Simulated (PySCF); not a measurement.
**SiNBr: structure of the singlet**

Where does singlet SiNBr go from a bent start, is the end point a minimum, and what are its modes, charges and moments?

Computed with PySCF 2.14.0. Level: PBE0, basis Si def2-TZVP, N def2-TZVP, Br def2-TZVP, no relativity, density fitting.

## (1) The starting structure

3 atoms, charge 0, spin multiplicity 1.

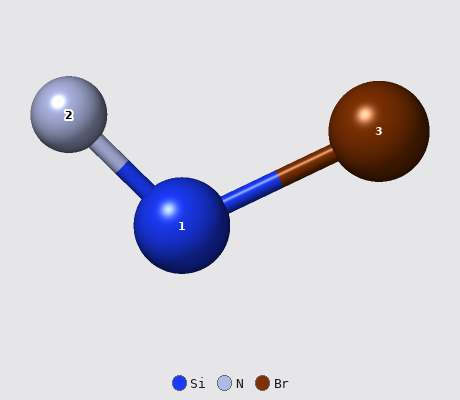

The starting geometry (silicon blue, nitrogen light blue, bromine brown); atoms are numbered from 1 in the order of the file.

Z-matrix (Å, degrees; charge 0 multiplicity 1):
```
Si
N  1 1.6700
Br 1 2.2999 2 110.00
```

## (2) The SCF at the typed geometry

The steps below are one call of a driver around PySCF. For each, scf.py gives the equivalent set-up of the SCF; relaxations use the driver's own optimiser. After this first run the driver tries any further starts and a stability analysis.

Contents of scf.py:

```python
from pyscf import gto, scf, dft
mol = gto.M(atom='''
Si     0.000000     0.000000     0.000000
N     -1.368000     0.000000     0.957900
Br     1.884000     0.000000     1.319200''',
    basis={'Si': 'def2-TZVP', 'N': 'def2-TZVP', 'Br': 'def2-TZVP'},
    charge=0, spin=0)
mf = dft.RKS(mol, xc='PBE0')
mf.grids.atom_grid = (50, 194)
aux = {'Si': 'def2-universal-JKFIT', 'N': 'def2-universal-JKFIT', 'Br': 'def2-universal-JKFIT'}
mf = mf.density_fit(auxbasis=aux)
mf.conv_tol = 1e-08
mf.diis_space = 10
mf.max_cycle = 60
mf.init_guess = 'minao'
mf.verbose = 4
mf.kernel()
```

Run with:

```console
OMP_NUM_THREADS=2 python axn.py task.json out
```

Further steps of the session: Relaxation: bent start, singlet; Frequencies.

What does the calculation give? Wanted: minimum; geometry; wavenumbers; dipole moment; highest occupied, lowest empty level; polar-tensor charge of Si1; zero-point energy; atomisation energy.

The runs gave:

| quantity | value |
| --- | --- |
| minimum | singlet, C∞v |
| geometry | Si–Br 2.171 Å, Si–N 1.558 Å; Br–Si–N 180.0° |
| wavenumbers (cm⁻¹) | 129 (π), 395 (σ+), 1264 (σ+) |
| dipole moment | 4.62 D |
| highest occupied, lowest empty level | -7.76, -3.39 eV |
| polar-tensor charge of Si1 | +0.57 e |
| zero-point energy | 11.5 kJ/mol |
| entropy at 298.15 K | 271.8 J/(mol K) |
| atomisation energy (no zero-point energy) | 677 kJ/mol |

**Reading.** From Cs at the start the molecule goes to a C∞v minimum. In the infrared the band at 395 cm⁻¹ (σ+, stretch) leads. Other starts or spin states, not run here, may lie lower.
